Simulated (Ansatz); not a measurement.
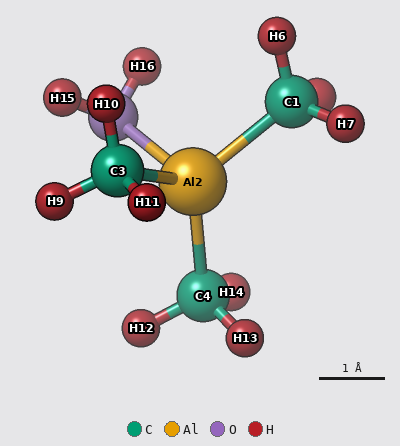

**Figure 1.** The structure as given in the input (ball-and-stick view, seen at a tilt; atoms are numbered from 1 in the order of the input). Sticks mark near contacts. Bond lengths as drawn: Al–C 1.97 to 1.98 Å, Al–O 2.06 Å, C–H 1.10 Å and H–O 0.96 Å.

# Run report: C₃H₁₁AlO, single-point calculation

System: C₃H₁₁AlO.
Method: RKS PBE-QIDH (frozen core)/def2-TZVPP (Ansatz 0.2.0).

The geometry comes from this level: PBE0-D4/def2-TZVP.

Output:
```
Functional definition: PBE-QIDH
  name "PBE-QIDH"
  cite "Brémond, Sancho-García, Pérez-Jiménez & Adamo, J. Chem. Phys. 141, 031101 (2014) doi:10.1063/1.4890314"
  cite "Perdew, Burke & Ernzerhof, Phys. Rev. Lett. 77, 3865 (1996) doi:10.1103/PhysRevLett.77.3865"
  parameter a = 3^(-1/3)
  parameter c = 1/3
  exchange = (1 - a)*pbe_x + a*exact_x
  correlation = (1 - c)*pbe_c + c*(mp2_os + mp2_ss)
1843 factors; integrals over basis functions are off by at most 1.2e-3 eV
mean field evaluation 1: about -11908.1992 eV, gradient 6.3e1 eV
mean field evaluation 2: about -11908.2941 eV, gradient 6.3e1 eV
mean field evaluation 4: about -11916.7294 eV, gradient 3.8e0 eV
mean field evaluation 8: about -11916.7710 eV, gradient 2.4e-1 eV
mean field evaluation 16: about -11916.7712 eV, gradient 4.2e-5 eV
mean field -11916.77121152 eV, -437.9332645457 hartree, gradient 2.3e-6 eV, S^2 0.000000; 0 other end points of the search recorded, 0 dependent functions left out
9 core orbitals not correlated: weight in the atoms' cores, before any rotation towards them, 1.000 or more for the frozen orbitals, at most 0.000 for the correlated occupied ones
reference -11916.77122680 eV, -437.9332651074 hartree; 16, 16 occupied and 295, 295 virtual orbitals, 1843 factors
second order -27.16387941 eV of doubles, -0.00000000 eV of singles
Total energy: -11925.82585327 eV, -438.2660164926 hartree
```

The run was set up as follows.

Input:
```yaml
crystal:
  periodic: [false, false, false]
  atoms:
    - {symbol: C, position_ang: [-0.625974, 0.726214, -1.711968]}
    - {symbol: Al, position_ang: [0.085110, -0.142633, -0.082251]}
    - {symbol: C, position_ang: [1.692355, 0.650692, 0.756722]}
    - {symbol: C, position_ang: [-0.214923, -2.073503, 0.139271]}
    - {symbol: O, position_ang: [-1.276772, 0.673984, 1.223674]}
    - {symbol: H, position_ang: [-0.575030, 1.821124, -1.680880]}
    - {symbol: H, position_ang: [-0.049438, 0.422091, -2.593086]}
    - {symbol: H, position_ang: [-1.665248, 0.448760, -1.926771]}
    - {symbol: H, position_ang: [1.834148, 0.332171, 1.796717]}
    - {symbol: H, position_ang: [1.696619, 1.747160, 0.742459]}
    - {symbol: H, position_ang: [2.598190, 0.338631, 0.224443]}
    - {symbol: H, position_ang: [-0.023889, -2.410532, 1.163568]}
    - {symbol: H, position_ang: [0.449292, -2.654777, -0.510522]}
    - {symbol: H, position_ang: [-1.238279, -2.368282, -0.116043]}
    - {symbol: H, position_ang: [-0.820296, 1.221008, 1.872730]}
    - {symbol: H, position_ang: [-1.888766, 1.245192, 0.746136]}
basis:
  gaussian: {orbitals: def2-TZVPP}
hamiltonian: {xc: {name: PBE-QIDH}}
```

Run as:
```bash
ansatz run in.yaml --threads 4 --pin off --events-out ev --progress --plain --max-ram 11315MiB
```

Key numbers:

```tsv
quantity	value
outcome	converged
total energy	−11925.8259 eV
mean-field energy	−11916.7712 eV
SCF solution under orbital rotations	stable
hardware	4 threads of Arm Neoverse V1, 23 GiB of memory available, shared host
wall time	8.5 s (CPU time 31 s)
peak memory	0.99 GiB
```
